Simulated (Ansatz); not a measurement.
The starting structures come from a database of crystals and need not be the phases stable at ambient conditions.

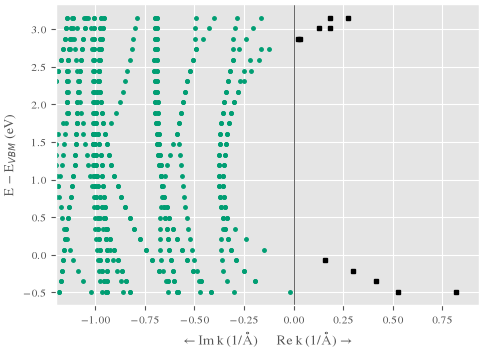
*Complex bands at the centre of the two-dimensional zone; PBEsol (Ansatz, a first-principles code)*

The gap is the functional's own. No spin-orbit coupling. Mid-gap values are interpolated on the energy grid.

**Question.** This is KIO3 (R3c, not sure to be the ambient phase, 10 atoms a cell, 17.5 Å³ an atom) along the normal of (110). Read off the slowest decay at the centre of the two-dimensional zone at 1.47 eV, the computed energy nearest the middle of the gap.

**Answer.** κ ≈ 0.34 1/Å, a decay length 1/(2κ) of the density of 1.5 Å.
